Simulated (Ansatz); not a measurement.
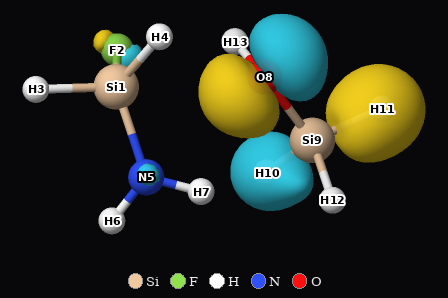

Figure. FH4NSi···H4OSi. The HOMO−1 at ±0.15 Å⁻³ᐟ² (yellow and cyan are the two phases), seen at a tilt.

Not at a stationary point (largest force 0.8 eV/Å).

All numbers below come from Ansatz, RKS B3LYP-D4/6-31G*.

```xyz
13

Si    0.4101   -0.1042    0.0368
F    -0.0212   -0.3482    1.5723
H     1.8775   -0.3326    0.0217
H     0.0623    1.2926   -0.2922
N    -0.2183   -1.1982   -1.1157
H     0.2195   -2.0922   -1.2927
H    -1.1774   -1.1604   -1.4381
O    -2.4350    0.1561    0.4584
Si   -3.6377   -0.9926    0.3093
H    -3.2902   -2.2645    1.0038
H    -4.9457   -0.5172    0.8398
H    -3.7663   -1.2430   -1.1504
H    -2.0430    0.2420    1.3585
```

> What is the character of this orbital?

Its weight (Hirshfeld) is mainly on O8 (about 50 %), Si9 (about 20 %), H11 (about 15 %) and H10 (about 10 %). Its energy is −8.43 eV.
